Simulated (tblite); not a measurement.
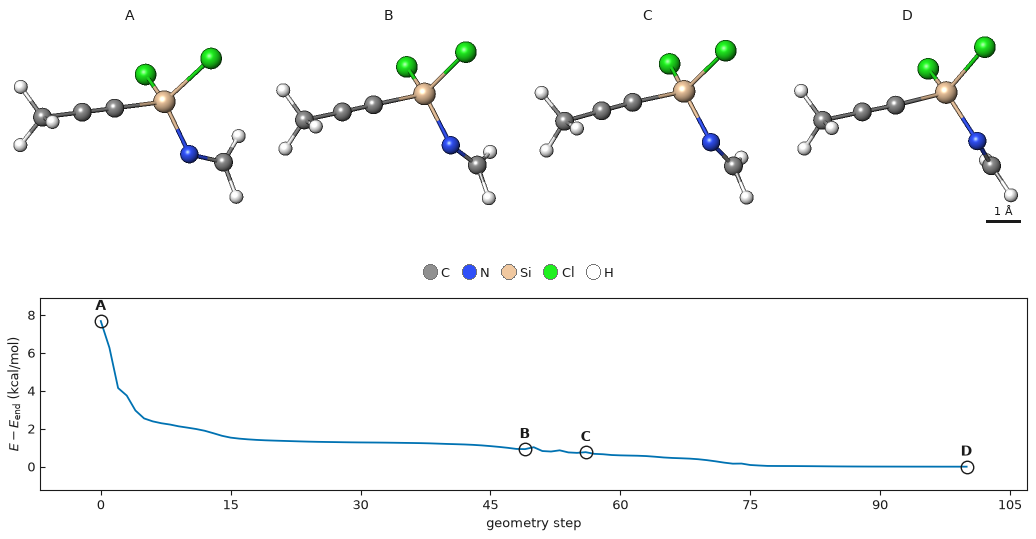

Frames of a relaxation of C$_{4}$H$_{5}$Cl$_{2}$NSi, marked on the history of the run. The picture is a ball-and-stick view, seen at a tilt.

Theory: GFN2-xTB geometry optimisation, gas phase in tblite. 

### Describe the path.

The energy falls by 7.68 kcal/mol in 100 geometry steps. The atom that moves furthest after the best rigid fit is an H atom (1.21 Å). By element the largest moves are H 1.21 Å, N 0.56 Å, Cl 0.41 Å, Si 0.32 Å, C 0.30 Å. Among the contacts that change: Cl–Si 2.115 → 2.039 Å, Cl–Si 2.078 → 2.017 Å, C–N 1.300 → 1.248 Å, C–H 1.131 → 1.089 Å. Among the angles between lasting bonds that change: C–N–Si 123.5° → 133.9°, H–C–H 121.9° → 116.5°, H–C–H 104.3° → 109.1°. Groups turn about N–Si by about 55°. From step 0 to 49: an H atom moves most (0.59 Å), energy −6.76 kcal/mol. From step 49 to 56: an H atom moves most (0.29 Å), energy −0.16 kcal/mol. From step 56 to 100: an H atom moves most (0.43 Å), energy −0.77 kcal/mol.

```tsv
step	E − E(0), kcal/mol
0	0.00
1	-1.41
2	-3.53
3	-3.93
4	-4.72
5	-5.14
6	-5.29
7	-5.39
8	-5.46
9	-5.55
10	-5.62
15	-6.15
19	-6.29
24	-6.36
29	-6.40
34	-6.42
38	-6.45
43	-6.53
48	-6.74
53	-6.82
57	-7.00
62	-7.10
67	-7.24
72	-7.47
76	-7.62
81	-7.65
86	-7.67
91	-7.68
95	-7.68
100	-7.68
```
